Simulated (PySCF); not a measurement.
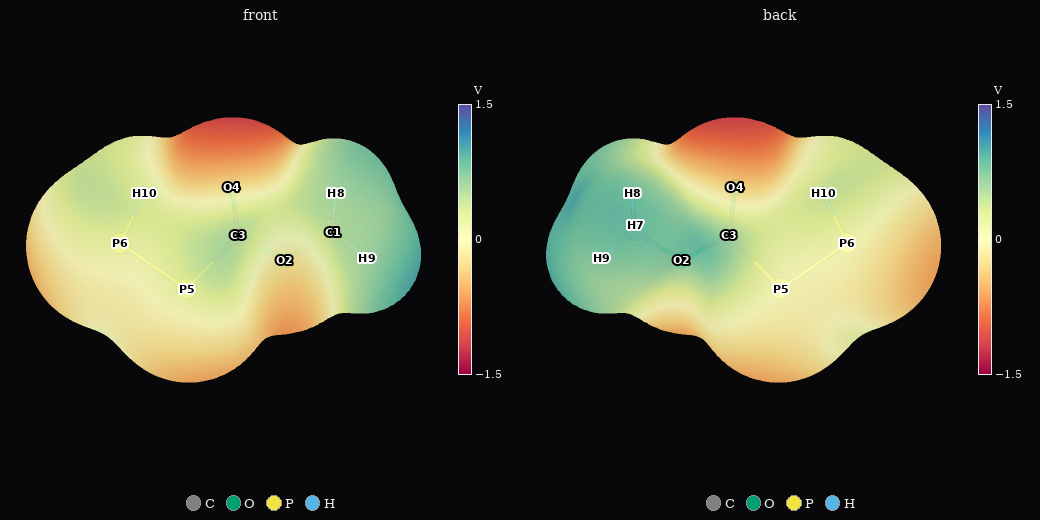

The picture shows: C2H4O2P2 (SMILES [H]/P=P\C(=O)OC). The molecular electrostatic potential painted on the density surface at 0.001 e/bohr³, seen from the front and from behind; red is negative and blue positive.

Geometry: GFN2-xTB, dihedral held.

Method: PBE0/pcSseg-1, SCF density, gas phase, non-relativistic (PySCF 2.14.0).

```xyz
10

C    -1.8306   -0.5458    0.2282
O    -0.7676    0.0812   -0.4817
C     0.4470    0.0141    0.0511
O     0.6890   -0.1952    1.2133
P     1.6728    0.0332   -1.3432
P     3.4195   -0.1828   -0.3298
H    -1.6450   -1.6190    0.2939
H    -1.9177   -0.1344    1.2362
H    -2.7335   -0.3488   -0.3437
H     2.8662   -0.1458    0.9619
```

### Which sites attract a positive test charge, and which a negative one?

A positive charge is drawn to the negative regions and a negative charge to the positive ones. The most negative region (about −1.1 V, or −25 kcal/mol for a unit charge) lies over O4, the most positive (about +1.0 V, or +23 kcal/mol for a unit charge) over C1 and H9. O4 is the likeliest acceptor of a hydrogen bond.
